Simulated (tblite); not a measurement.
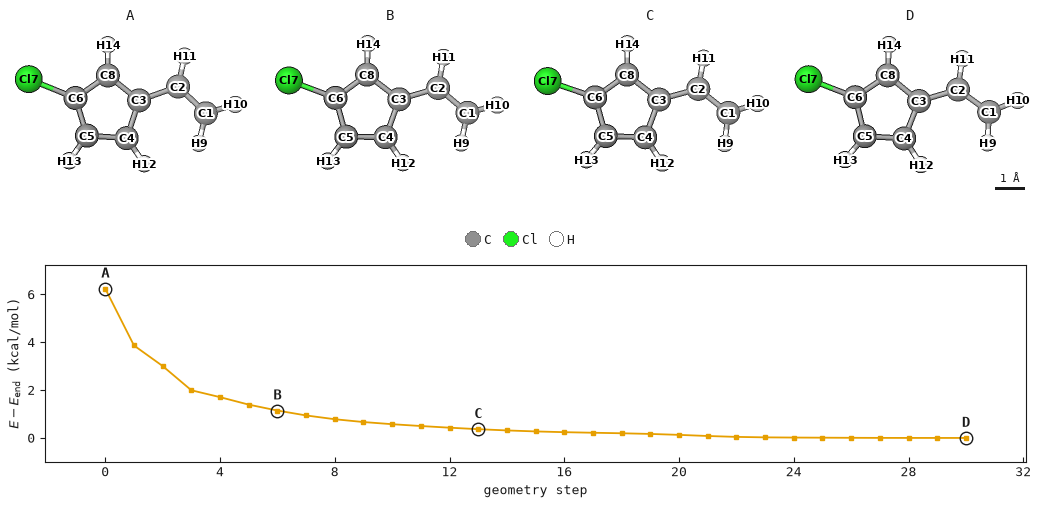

Frames of a relaxation of C₇H₆Cl (charge −1), marked on the history of the run. The picture is a ball-and-stick view, seen face on.

Theory: tblite, GFN2-xTB geometry optimisation, gas phase. 

Q: Describe the path.

A: The energy falls by 6.24 kcal/mol in 30 geometry steps. H9 moves most after the best rigid fit: 0.30 Å. By element the largest moves are H 0.30 Å, C 0.13 Å, Cl 0.01 Å. Some distances before and after: C2–C3 1.456 → 1.426 Å, C5–C6 1.370 → 1.400 Å, C3–C4 1.391 → 1.411 Å, C4–C5 1.399 → 1.383 Å. Bond angles that change, for instance: C1–C2–C3 116.3° → 127.7°, C3–C2–H11 122.1° → 114.7°, C4–C5–H13 122.1° → 127.4°. The run took 0.53 s on 1 thread of Intel(R) Xeon(R) Processor @ 2.70GHz (shared host). From step 0 to 6: H9 moves most (0.09 Å), energy −5.09 kcal/mol. From step 6 to 13: H9 moves most (0.12 Å), energy −0.78 kcal/mol. From step 13 to 30: H10 moves most (0.11 Å), energy −0.37 kcal/mol.

```json
{"step": "0", "E − E(0), kcal/mol": "0.00"}
{"step": "1", "E − E(0), kcal/mol": "-2.38"}
{"step": "2", "E − E(0), kcal/mol": "-3.23"}
{"step": "3", "E − E(0), kcal/mol": "-4.25"}
{"step": "4", "E − E(0), kcal/mol": "-4.53"}
{"step": "5", "E − E(0), kcal/mol": "-4.85"}
{"step": "6", "E − E(0), kcal/mol": "-5.09"}
{"step": "7", "E − E(0), kcal/mol": "-5.30"}
{"step": "8", "E − E(0), kcal/mol": "-5.46"}
{"step": "9", "E − E(0), kcal/mol": "-5.58"}
{"step": "10", "E − E(0), kcal/mol": "-5.67"}
{"step": "11", "E − E(0), kcal/mol": "-5.74"}
{"step": "12", "E − E(0), kcal/mol": "-5.81"}
{"step": "13", "E − E(0), kcal/mol": "-5.87"}
{"step": "14", "E − E(0), kcal/mol": "-5.93"}
{"step": "15", "E − E(0), kcal/mol": "-5.97"}
{"step": "16", "E − E(0), kcal/mol": "-6.00"}
{"step": "17", "E − E(0), kcal/mol": "-6.02"}
{"step": "18", "E − E(0), kcal/mol": "-6.04"}
{"step": "19", "E − E(0), kcal/mol": "-6.07"}
{"step": "21", "E − E(0), kcal/mol": "-6.16"}
{"step": "22", "E − E(0), kcal/mol": "-6.20"}
{"step": "23", "E − E(0), kcal/mol": "-6.22"}
{"step": "24", "E − E(0), kcal/mol": "-6.22"}
{"step": "25", "E − E(0), kcal/mol": "-6.23"}
{"step": "26", "E − E(0), kcal/mol": "-6.23"}
{"step": "27", "E − E(0), kcal/mol": "-6.24"}
{"step": "28", "E − E(0), kcal/mol": "-6.24"}
{"step": "29", "E − E(0), kcal/mol": "-6.24"}
{"step": "30", "E − E(0), kcal/mol": "-6.24"}
```
